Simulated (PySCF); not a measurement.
## Electronic structure of TiB (sextet) in real space

```xyz
2

Ti    0.0000    0.0000   -0.3791
B     0.0000    0.0000    1.6509
```

Method: PBE0/def2-TZVPP, non-relativistic Hamiltonian with scalar-relativistic core potentials where named, at a bond length of 2.030 Å (PySCF 2.14.0).

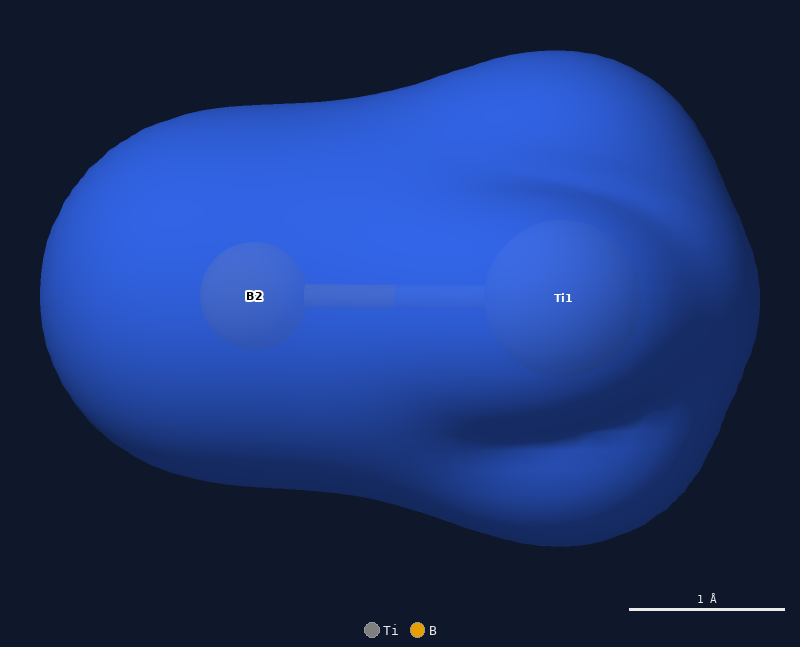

Figure 1. Isosurface of the spin density (α minus β) at +0.05 e/Å³ (blue), seen from one side.

Where is the unpaired spin?

Answer. The unpaired spin (5 electrons) lies mostly on Ti1 (about 3.4) and B2 (about 1.6), in electrons by Hirshfeld's partition.

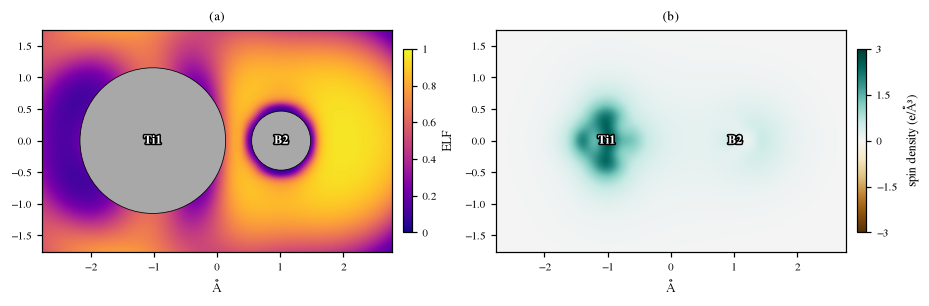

Figure 2. (a) ELF; (b) spin density on a plane that holds the molecular axis. Grey discs cover the atomic cores in the ELF map.

Read the bonding off the picture.

Answer.
- The plane passes through Ti and B nuclei.
- Ti–B (2.03 Å): the ELF peaks at about 0.80 in the valence shell of B, 0.7 Å from its nucleus, and is about 0.40 at the midpoint.

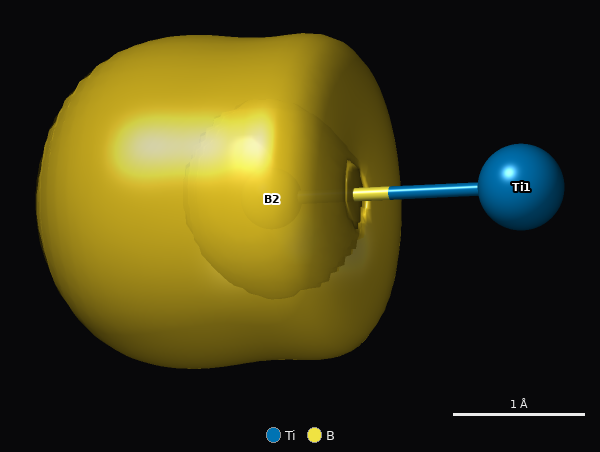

Figure 3. Isosurface of the ELF at 0.8 (yellow), seen from one side. Core shells and regions of very low density are left out.

Where are the electrons localised?

Answer. At this value the surface marks out one lobe on B, pointing away from the bonds (non-bonding electrons).

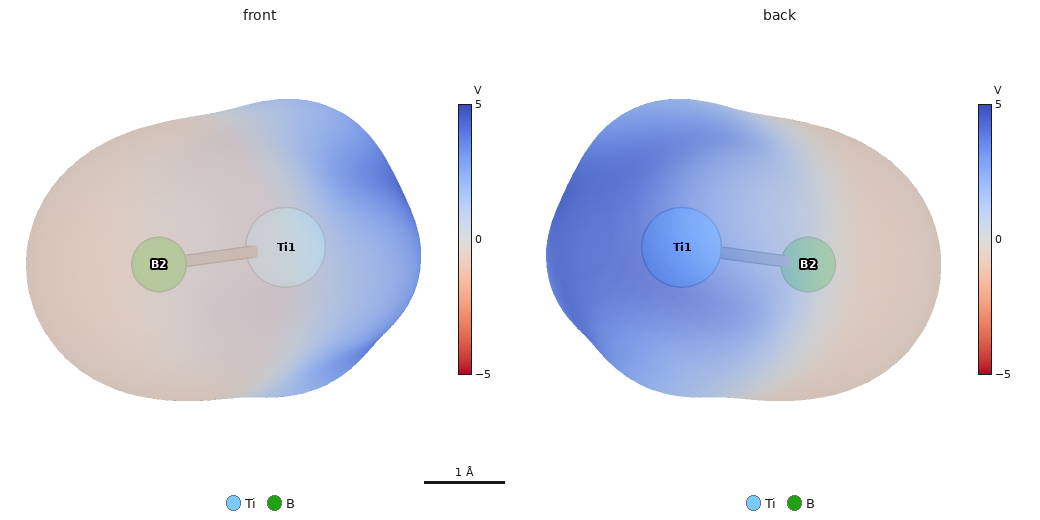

Figure 4. The electrostatic potential painted on the density surface at 0.004 e/bohr³, seen from the front and from behind; red is negative and blue positive.

Where is the surface potential most negative and most positive?

Answer. The most negative region (about −0.6 V, or −14 kcal/mol for a unit charge) lies over B2, the most positive (about +4.3 V, or +99 kcal/mol for a unit charge) over Ti1.
